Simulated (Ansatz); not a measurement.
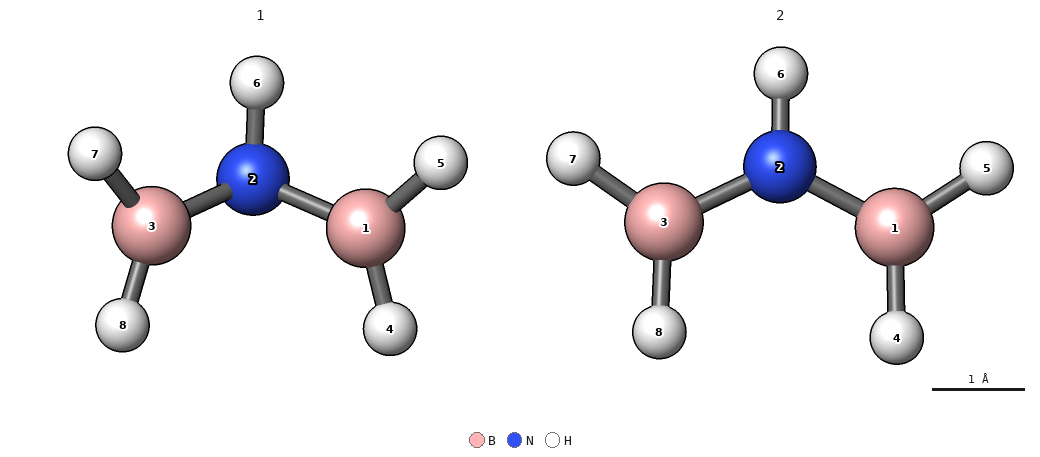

Two geometries of B₂NH₅, drawn at one scale. One is the start of a relaxation, the other its converged end. The picture is a ball-and-stick view, seen at a tilt.

These are results of Ansatz, RKS PBE-D4/def2-SVP, not measurements. Set-up: no spin polarisation; force threshold 0.02 eV/Å; at most 50 steps.

Question: Which geometry has the lower energy?

Answer: Structure 2 is the relaxed one. The run prepares an end point of a later path (hydrogen shift) calculation, from a guessed geometry. The energy falls by 1.024 eV in 6 geometry steps. Largest force component: 2.8 eV/Å at the start, 0.0061 eV/Å at the end. The largest move after the best rigid fit is that of H7, 0.80 Å. By element the largest moves are H 0.80 Å, N 0.69 Å, B 0.10 Å. Near-neighbour distances that change, for instance: B1–H4 1.137 → 1.214 Å, N2–B3 1.505 → 1.428 Å, B1–N2 1.484 → 1.428 Å, N2–H6 1.061 → 1.026 Å. Bond angles that change, for instance: B1–N2–B3 104.6° → 126.4°, B1–N2–H6 106.7° → 116.8°, B3–N2–H6 108.2° → 116.8°.
